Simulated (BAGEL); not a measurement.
# C4H9F (1-fluorobutane): HF/cc-pVDZ (density fitting with cc-pvqz-jkfit)

Aim: the energy change on altering one bond length of C4H9F (1-fluorobutane) at HF/cc-pVDZ (density fitting with cc-pvqz-jkfit), from 2 runs. 

The results are computed with BAGEL 1.2.2.

5 further runs of the same task are left out: 4 that didn't finish, 1 set aside as unsound or not needed. Runs told in other sessions of the task aren't counted.

## Step 1: The molecule

C4H9F: 14 atoms, total charge 0, spin state singlet. As SMILES, `CCCCF`. Geometry: relaxed at PBE0-D4/def2-TZVP. This is one conformer, not always the lowest.

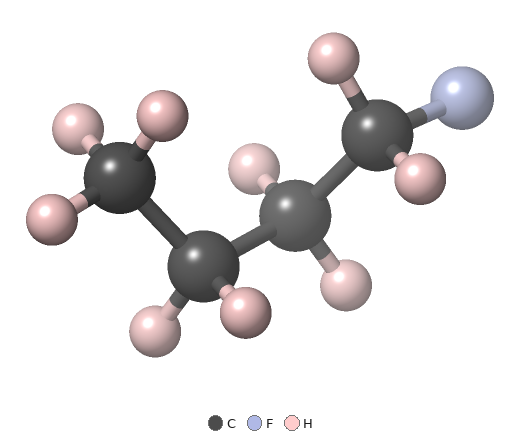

Viewed from a chosen angle; carbon dark grey, fluorine light blue, hydrogen pink.

## Step 2: The energy at HF/cc-pVDZ (density fitting with cc-pvqz-jkfit)

hf.json

```json
{ "bagel": [

{
  "title": "molecule",
  "basis": "cc-pvdz.json",
  "df_basis": "cc-pvqz-jkfit",
  "angstrom": "true",
  "geometry": [
    { "atom": "C", "xyz": [   -1.462120,   -0.659550,   -0.456040 ] },
    { "atom": "C", "xyz": [   -0.009050,   -0.512810,   -0.881930 ] },
    { "atom": "C", "xyz": [    0.720660,    0.653560,   -0.225970 ] },
    { "atom": "C", "xyz": [    0.875670,    0.491860,    1.265500 ] },
    { "atom": "F", "xyz": [    1.615220,    1.543050,    1.783150 ] },
    { "atom": "H", "xyz": [   -1.956770,   -1.455360,   -1.017060 ] },
    { "atom": "H", "xyz": [   -2.017560,    0.265850,   -0.633550 ] },
    { "atom": "H", "xyz": [   -1.558110,   -0.903360,    0.604550 ] },
    { "atom": "H", "xyz": [    0.034600,   -0.378220,   -1.966670 ] },
    { "atom": "H", "xyz": [    0.531960,   -1.443270,   -0.673530 ] },
    { "atom": "H", "xyz": [    0.188590,    1.589580,   -0.427380 ] },
    { "atom": "H", "xyz": [    1.719820,    0.755940,   -0.660170 ] },
    { "atom": "H", "xyz": [   -0.088490,    0.489070,    1.781690 ] },
    { "atom": "H", "xyz": [    1.405570,   -0.436330,    1.507400 ] }
  ]
},
{ "title": "hf" },
{ "title": "print", "file": "orbitals.molden", "orbitals": "true" }

]}
```

The basis set cc-pVDZ is read from a file made from the Basis Set Exchange's data (not shown).

Command:

```sh
$ BAGEL_NUM_THREADS=1 BAGEL hf.json > hf.out
```

Standard output:

```text
* using 1 threads per process

  ===============================================================
  ===============================================================

  *** Geometry ***

  { "atom" : "C", "xyz" : [     -2.763006,     -1.246369,     -0.861791 ] },
  { "atom" : "C", "xyz" : [     -0.017102,     -0.969070,     -1.666606 ] },
  { "atom" : "C", "xyz" : [      1.361850,      1.235049,     -0.427021 ] },
  { "atom" : "C", "xyz" : [      1.654776,      0.929481,      2.391448 ] },
  { "atom" : "F", "xyz" : [      3.052323,      2.915942,      3.369665 ] },
  { "atom" : "H", "xyz" : [     -3.697759,     -2.750232,     -1.921965 ] },
  { "atom" : "H", "xyz" : [     -3.812636,      0.502384,     -1.197236 ] },
  { "atom" : "H", "xyz" : [     -2.944401,     -1.707103,      1.142434 ] },
  { "atom" : "H", "xyz" : [      0.065385,     -0.714732,     -3.716468 ] },
  { "atom" : "H", "xyz" : [      1.005259,     -2.727385,     -1.272787 ] },
  { "atom" : "H", "xyz" : [      0.356383,      3.003871,     -0.807631 ] },
  { "atom" : "H", "xyz" : [      3.249989,      1.428520,     -1.247540 ] },
  { "atom" : "H", "xyz" : [     -0.167222,      0.924208,      3.366906 ] },
  { "atom" : "H", "xyz" : [      2.656142,     -0.824544,      2.848573 ] },

  Number of auxiliary basis functions:      989

  Since a DF basis is specified, we compute 2- and 3-index integrals:
    o Being stored without compression. Storage requirement is 0.105 GB

  Number of basis functions:      115
  Number of electrons      :       42

    * METHOD: MOLECULE                             1.49

  *** RHF ***

  === Nuclear Repulsion ===
   185.9619341480

      * DIIS with orbital gradients will be used.

  === RHF iteration (cc-pvdz.json) ===
      0       -255.95656000          0.01243843           0.31
      1       -256.12723387          0.00561756           0.32
      2       -256.16015979          0.00138374           0.31
      3       -256.16268504          0.00037256           0.30
      4       -256.16282929          0.00006786           0.32
      5       -256.16283598          0.00001614           0.31
      6       -256.16283646          0.00000634           0.30
      7       -256.16283653          0.00000141           0.35
      8       -256.16283653          0.00000040           0.34
      9       -256.16283653          0.00000014           0.35
     10       -256.16283653          0.00000006           0.31
     11       -256.16283653          0.00000002           0.29
     12       -256.16283653          0.00000000           0.30
    * SCF iteration converged.

    * Permanent dipole moment:
           (    0.453068,     0.610300,     0.428398) a.u.

    * METHOD: HF                                   4.65

    * METHOD: PRINT                                0.03

  ===============================================================
```

It took 6.3 s on 1 thread of Arm Neoverse V1, shared host; peak memory 0.29 GiB.

## Step 3: The distorted shape

input.json

```json
{ "bagel" : [

{
  "title" : "molecule",
  "basis" : "cc-pvdz.json",
  "df_basis" : "cc-pvqz-jkfit",
  "angstrom" : true,
  "geometry" : [
    { "atom" : "C", "xyz" : [   -1.612030,   -0.674911,   -0.390894 ] },
    { "atom" : "C", "xyz" : [   -0.158960,   -0.528171,   -0.816784 ] },
    { "atom" : "C", "xyz" : [    0.570750,    0.638199,   -0.160824 ] },
    { "atom" : "C", "xyz" : [    0.725760,    0.476499,    1.330646 ] },
    { "atom" : "F", "xyz" : [    1.465310,    1.527689,    1.848296 ] },
    { "atom" : "H", "xyz" : [   -2.106680,   -1.470721,   -0.951914 ] },
    { "atom" : "H", "xyz" : [   -2.167470,    0.250489,   -0.568404 ] },
    { "atom" : "H", "xyz" : [   -1.708020,   -0.918721,    0.669696 ] },
    { "atom" : "H", "xyz" : [   -0.115310,   -0.393581,   -1.901524 ] },
    { "atom" : "H", "xyz" : [    0.382050,   -1.458631,   -0.608384 ] },
    { "atom" : "H", "xyz" : [    0.038680,    1.574219,   -0.362234 ] },
    { "atom" : "H", "xyz" : [    1.719820,    0.755940,   -0.660170 ] },
    { "atom" : "H", "xyz" : [   -0.238400,    0.473709,    1.846836 ] },
    { "atom" : "H", "xyz" : [    1.255660,   -0.451691,    1.572546 ] }
  ]
},
{ "title" : "hf" },
{ "title" : "print", "file" : "orbitals.molden", "orbitals" : true }

]}
```

The basis set cc-pVDZ is read from a file made from the Basis Set Exchange's data (not shown).

Command:

```sh
$ BAGEL_NUM_THREADS=1 BAGEL input.json > input.out
```

Standard output:

```text
* using 1 threads per process

  ===============================================================
  ===============================================================

  *** Geometry ***

  { "atom" : "C", "xyz" : [     -3.046295,     -1.275397,     -0.738683 ] },
  { "atom" : "C", "xyz" : [     -0.300391,     -0.998099,     -1.543498 ] },
  { "atom" : "C", "xyz" : [      1.078561,      1.206021,     -0.303913 ] },
  { "atom" : "C", "xyz" : [      1.371488,      0.900453,      2.514557 ] },
  { "atom" : "F", "xyz" : [      2.769035,      2.886914,      3.492773 ] },
  { "atom" : "H", "xyz" : [     -3.981048,     -2.779260,     -1.798857 ] },
  { "atom" : "H", "xyz" : [     -4.095925,      0.473356,     -1.074128 ] },
  { "atom" : "H", "xyz" : [     -3.227690,     -1.736131,      1.265542 ] },
  { "atom" : "H", "xyz" : [     -0.217904,     -0.743760,     -3.593360 ] },
  { "atom" : "H", "xyz" : [      0.721970,     -2.756413,     -1.149679 ] },
  { "atom" : "H", "xyz" : [      0.073095,      2.974843,     -0.684523 ] },
  { "atom" : "H", "xyz" : [      3.249989,      1.428520,     -1.247540 ] },
  { "atom" : "H", "xyz" : [     -0.450511,      0.895180,      3.490014 ] },
  { "atom" : "H", "xyz" : [      2.372854,     -0.853572,      2.971681 ] },

  Number of auxiliary basis functions:      989

  Since a DF basis is specified, we compute 2- and 3-index integrals:
    o Being stored without compression. Storage requirement is 0.105 GB

  Number of basis functions:      115
  Number of electrons      :       42

    * METHOD: MOLECULE                             1.49

  *** RHF ***

  === Nuclear Repulsion ===
   185.2705909766

      * DIIS with orbital gradients will be used.

  === RHF iteration (cc-pvdz.json) ===
      0       -255.94326002          0.01231825           0.28
      1       -256.11328787          0.00566099           0.27
      2       -256.14690901          0.00137688           0.27
      3       -256.14945183          0.00035428           0.29
      4       -256.14958267          0.00006925           0.29
      5       -256.14958977          0.00001631           0.29
      6       -256.14959030          0.00000666           0.31
      7       -256.14959037          0.00000145           0.31
      8       -256.14959037          0.00000039           0.32
      9       -256.14959037          0.00000013           0.31
     10       -256.14959037          0.00000004           0.28
     11       -256.14959037          0.00000002           0.32
     12       -256.14959037          0.00000000           0.29
    * SCF iteration converged.

    * Permanent dipole moment:
           (    0.519583,     0.628394,     0.398952) a.u.

    * METHOD: HF                                   4.39

    * METHOD: PRINT                                0.03

  ===============================================================
```

It took 6.3 s on 1 thread of Arm Neoverse V1, shared host; peak memory 0.29 GiB.

## Step 4: What came out

At HF/cc-pVDZ (density fitting with cc-pvqz-jkfit):

```
                                                          quantity          value
                                         first shape: total energy  -256.16284 Eh
                                        first shape: dipole moment         2.22 D
                                          first shape: HOMO energy      -12.67 eV
                                          first shape: LUMO energy        4.74 eV
                                        first shape: HOMO–LUMO gap       17.41 eV
                                     distorted shape: total energy  -256.14959 Eh
                                    distorted shape: dipole moment         2.31 D
                                      distorted shape: HOMO energy      -12.41 eV
                                      distorted shape: LUMO energy        4.63 eV
                                    distorted shape: HOMO–LUMO gap       17.04 eV
energy change with the C3–H12 bond stretched from 1.094 to 1.258 Å       0.360 eV
```

With the C3–H12 bond stretched from 1.094 to 1.258 Å the energy rises by 0.36 eV (8.3 kcal/mol). The first shape isn't relaxed at this level, so the change isn't measured from a minimum.
